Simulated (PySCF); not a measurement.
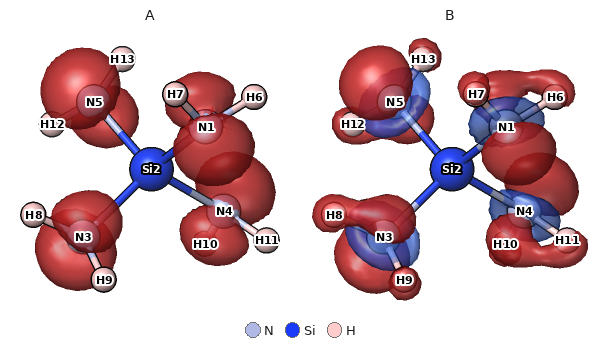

H8N4Si, SMILES `N[Si](N)(N)N`. The Fukui function f⁻ from two separate SCF calculations and the density of the HOMO, at ±0.03 e/Å³ (red positive, blue negative).

Level of theory: PBE0/def2-TZVP (PySCF), at a geometry from GFN2-xTB. No frequency check shows the geometry to be a minimum.

Geometry (Å), atoms numbered from 1:

```
N1      -1.0839    0.7598   -1.1218
Si2      0.0002    0.0000    0.0001
N3       1.0838   -1.1225   -0.7592
N4      -1.0839   -0.7598    1.1217
N5       1.0838    1.1225    0.7591
H6      -1.8701    1.2482   -0.7252
H7      -0.6624    1.3383   -1.8304
H8       1.8702   -0.7272   -1.2484
H9       0.6613   -1.8314   -1.3368
H10     -0.6624   -1.3383    1.8303
H11     -1.8701   -1.2482    0.7251
H12      1.8702    0.7272    1.2483
H13      0.6613    1.8313    1.3366
```

Which panel is which, and how good is the frozen-orbital picture?

Answer. B is f⁻ (it has negative regions), A the HOMO density. The HOMO lies on N1, N3, N4 and N5 (20 % each) and Si2 (7 %); f⁻ (Hirshfeld-condensed) is largest on N1, N3, N4 and N5 (0.13 each) and Si2 (0.08); the vertical ionisation energy is 8.76 eV (the stability of the cation's solution wasn't checked). Relaxation shifts 28 % of the electron between atoms. The orbital energy is −6.80 eV.

Cost of the run: 65 s on 1 thread of Intel(R) Xeon(R) Platinum 8259CL CPU @ 2.50GHz (Skylake/Cascade Lake), with other jobs on the host, peak memory 0.91 GiB.
